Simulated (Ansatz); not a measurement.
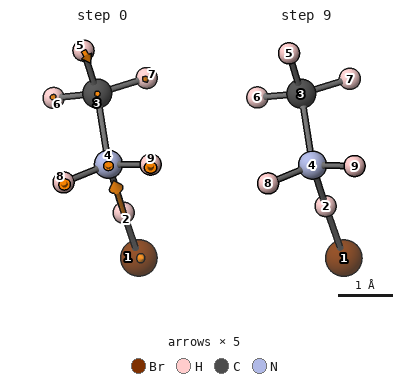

The structure of CH6BrN before (left) and after (right) a relaxation, at one scale. The orange arrows give the displacements, magnified 5 times.

The picture is a ball-and-stick view, seen from a free direction.

Method: RKS PBE0-D4/def2-TZVP (Ansatz). Settings: force threshold 0.005 eV/Å; at most 200 steps.

### What changed between the two?

The energy falls by 7.07 kJ/mol in 8 accepted moves (9 points after the start). The largest force component goes from 0.58 to 0.0024 eV/Å. The line search rejected the trial step at point 5 of the run. The largest move after the best rigid fit is that of H2, 0.18 Å. By element the largest moves are H 0.18 Å, N 0.04 Å, Br 0.04 Å, C 0.02 Å. Near-neighbour distances that change, for instance: H2–N4 1.428 → 1.206 Å, Br1–H2 1.612 → 1.764 Å, C3–H5 1.110 → 1.090 Å, N4–H8 1.029 → 1.015 Å.
